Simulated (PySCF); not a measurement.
SMILES B/C=C\B (C₂H₆B₂) at its B3LYP/def2-SVP optimised geometry (Å):

```
10

B      1.8762     0.5839     0.0021
C      0.9924    -0.6940     0.0000
C     -0.3684    -0.6940     0.0000
B     -1.0829     0.6612     0.0000
H      2.2807     1.0544    -1.0343
H      2.2641     1.0653     1.0397
H      1.5349    -1.6573    -0.0045
H     -0.9017    -1.6526    -0.0034
H     -2.2807     0.8064    -0.0076
H     -0.3789     1.6573     0.0072
```

Computed with B3LYP/def2-TZVP (PySCF). Cells within 0.4 Å of a nucleus heavier than hydrogen are left out (blank, or x).

Map of the electrostatic potential (hartree/e), clipped to [-0.08, 0.12] on the plane z = 0.0 Å:

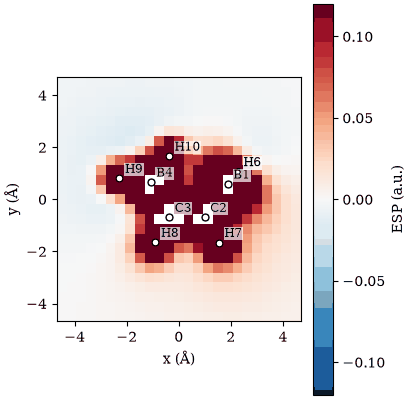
Figure. Electrostatic potential (hartree/e), clipped to [-0.08, 0.12] on the plane z = 0.0 Å.
